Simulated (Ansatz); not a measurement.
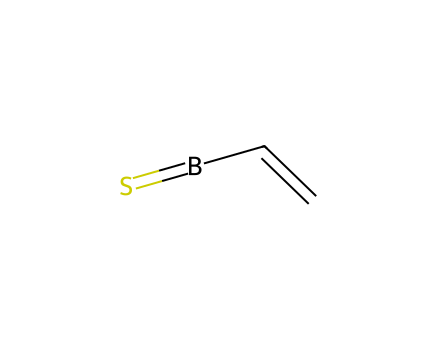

The drawing above gives the connectivity. Computed geometry: PBE0-D4/def2-TZVP optimisation. No frequency run is at hand to confirm it as a minimum.

What does the molecule look like in three dimensions?

Formula C₂H₃BS. Its SMILES string is `C=CB=S`. It has no ring. Among its groups: alkene. The point group is Cs. All atoms lie on one plane. Coordination: 2 C trigonal planar; 1 B linear.

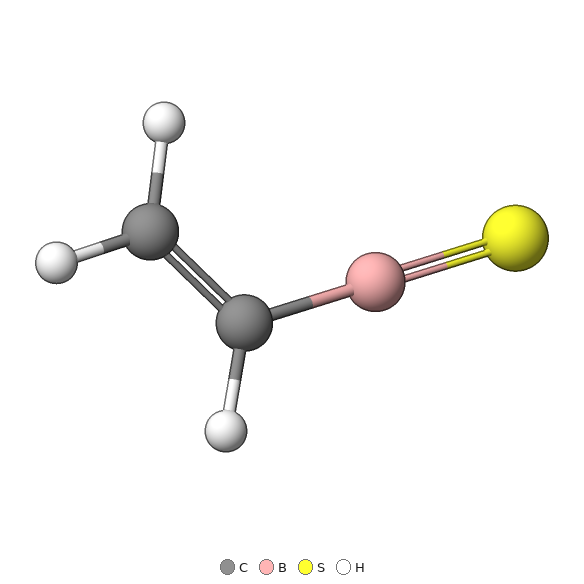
